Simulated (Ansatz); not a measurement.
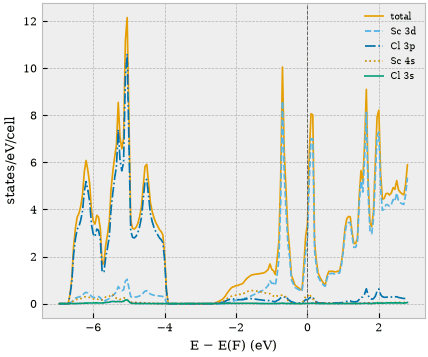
Figure: Total and projected density of states of ScCl in space group R-3m (No. 166; Sc on 6c, Cl on 6c), PBEsol in the plane-wave PAW code Ansatz

Task: Which orbitals carry the states next to the Fermi level?

Result: Within 0.5 eV of the Fermi level: Sc 3d 85 %, outside the projected shells 6 %. Projections are on Löwdin-orthogonalised atomic valence shells; empty p or d shells of many metals are not among them.

Task: Where is the tallest occupied peak in this window, and what makes it?

Result: Near -5.0 eV, about 12 states/eV per cell; the largest projected share is Cl 3p.

The workflow started from a Materials Project entry (that database holds measured and hypothetical structures alike); the Crystallography Open Database files this formula in space group No. 166, but the cells were not matched. Its standing as an ambient phase is unchecked. The cell was relaxed with PBEsol under the symmetry of its start; whether a distortion lowers the energy is not shown. The final state is ferromagnetic, chosen from 5 collinear starts compared on coarse meshes (ties went to the first, and starts can fall back to one state), not a proven ground state. No Hubbard U is applied. A crystal of weakly bound layers computed without a dispersion correction: the cell and the soft elastic constants depend strongly on that.

Potentials: the later of the program's two PAW sets.
